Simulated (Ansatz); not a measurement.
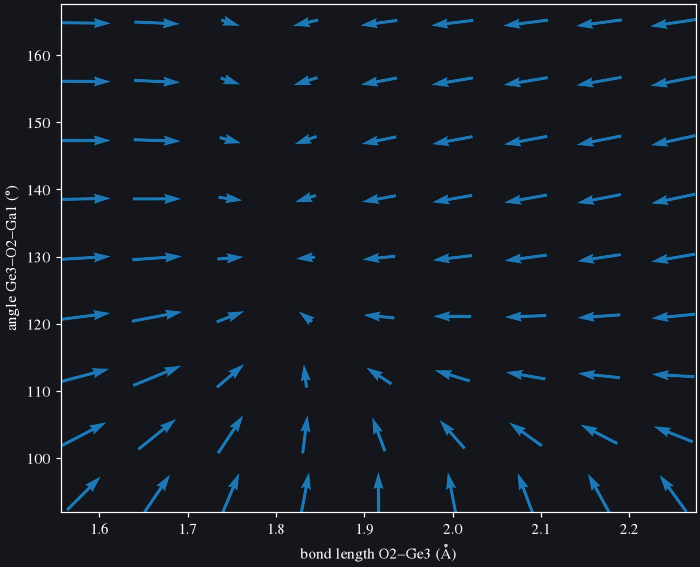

GaGeH₅O, SMILES [GaH2][O][GeH3]. First axis: bond length O2–Ge3. Second axis: angle Ge3–O2–Ga1. Nothing is relaxed (all other coordinates rigid). The grid has 9 × 9 points. Computed with RKS PBE-D4/def2-SVP (Ansatz).

Drawn: arrows along the force (downhill), their lengths compressed.

### The arrows alone are given. Where is the energy lowest?

The arrows converge at about bond length O2–Ge3 = 1.799 Å, angle Ge3–O2–Ga1 = 130° (read from the interpolated surface).

The energy map of the same scan:

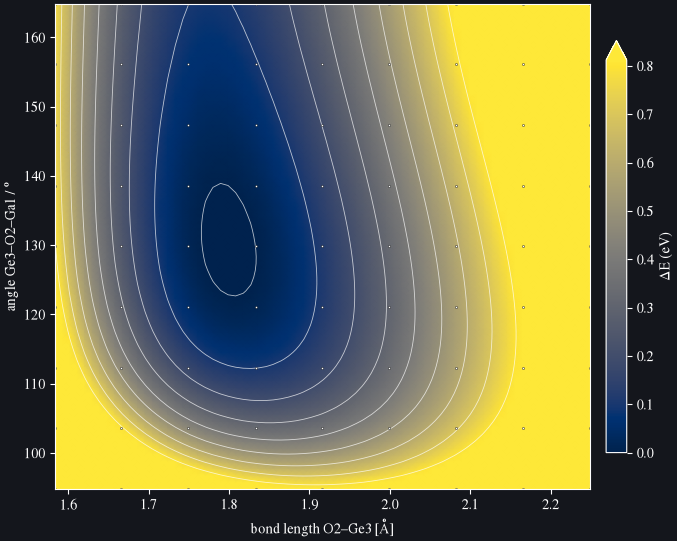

Energies are in eV, from the lowest grid point; between grid points the surface is interpolated.
